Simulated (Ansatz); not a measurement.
**H2···HCl···GeH (doublet): density, localisation and related maps**

| atom | x (Å) | y (Å) | z (Å) |
| --- | --- | --- | --- |
| H | 0.4513 | 0.0249 | 1.4163 |
| Cl | -2.4502 | -0.0068 | -1.2042 |
| Ge | 1.2272 | 0.2815 | -0.4919 |
| H | 0.4136 | 0.7948 | 1.3074 |
| H | -1.1442 | 0.0716 | -1.1478 |
| H | 1.5024 | -1.1660 | 0.1199 |

The product side of a reaction path; geometry: PBE0-D4/def2-TZVP.

The calculation used UKS PBE0-D4/def2-TZVPP (Ansatz 0.2.0).

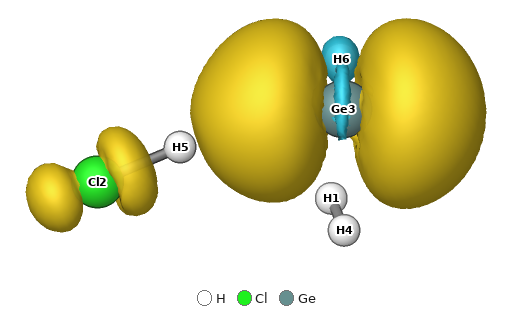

Figure 1. Isosurfaces of the spin density at +0.015 (yellow) and −0.015 e/Å³ (cyan), seen at a tilt.

### Which atoms carry the spin?

The unpaired spin (1 electron) lies mostly on Ge3 (about 0.8), in electrons by Hirshfeld's partition.

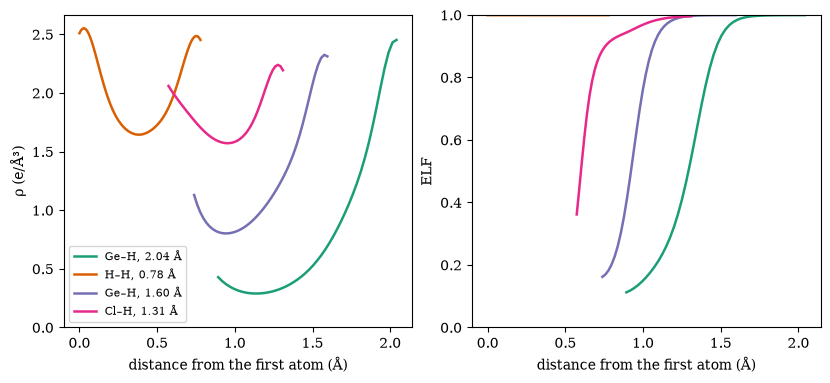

Figure 2. Total electron density and electron localisation function along straight lines between neighbouring atoms. The curves leave out the atomic cores.

### Compare the contacts.

Ge3···H4 (2.04 Å): the density falls to about 0.29 e/Å³ on the way; the ELF climbs to about 1 towards the hydrogen.
H–H (0.78 Å): the density is about 1.6 e/Å³ at the midpoint; the ELF peaks at about 1 between the atoms.
Ge–H (1.60 Å): ρ is about 0.93 e/Å³ halfway; the ELF climbs to about 1 towards the hydrogen.
Cl–H (1.31 Å): ρ at the midpoint is about 1.9 e/Å³; the ELF climbs to about 1 towards the hydrogen; a covalent bond by its length.
